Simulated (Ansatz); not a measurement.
GaP (zinc blende)

```xyz
2
Lattice="0.0000 2.7257 2.7257 2.7257 0.0000 2.7257 2.7257 2.7257 0.0000" Properties=species:S:1:pos:R:3 pbc="T T T"
P      4.0885     4.0885     4.0885
Ga     0.0000     0.0000     0.0000
```

In this cell atom 2 (Ga, nearest neighbour P at 2.361 Å; its periodic images, 3.9 Å or more away, move with it) is moved by s along Cartesian [110], unit vector (0.707, 0.707, 0.000); all other atoms and the cell stay fixed.

Computed with r2SCAN (plane waves to 500 eV, PAW, scalar-relativistic; Ansatz, a quantum-chemistry and plane-wave program). k mesh 8×8×8 (Γ-centred), Fermi-Dirac smearing 0.05 eV. Energies are smeared free energies. Stress and pressure are positive under compression. As the smearing reaches across the gap at some points, energies and forces of such displacements shift with the k mesh and the smearing. GaP was relaxed with its symmetry unable to fall. The zero of ΔE is the undisplaced structure.

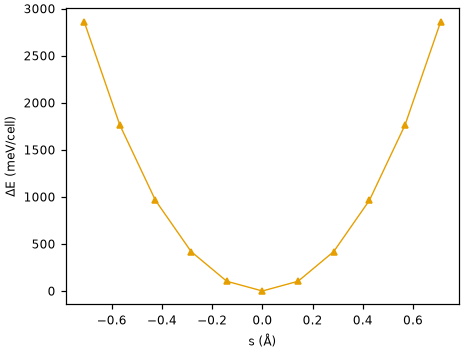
Fig. 1. ΔE (meV/cell) against s (Å); computed points joined by lines.

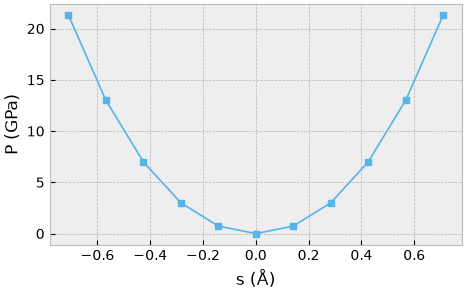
Figure: P (GPa) against s (Å); computed points joined by lines.

The energy at s = 0.710 Å is 2862 meV/cell and the force constant k = d²E/ds² at s = 0 (finite differences) comes out as 10.2 eV/Å². Shape of the curve: a single well with its minimum at or next to zero displacement. Symmetry of the curve: even: the same for both signs. Harmonic estimate at the end of the scan: ½ks² = 2572 meV/cell against the computed 2862 meV/cell, so the well is stiffer than harmonic there.

With its periodic images moving along, the atom's site symmetry in this cell is -43m.

(For displaced atoms, the force is minus the slope of the energy, and its curvature is a force constant, which sets phonon frequencies.)
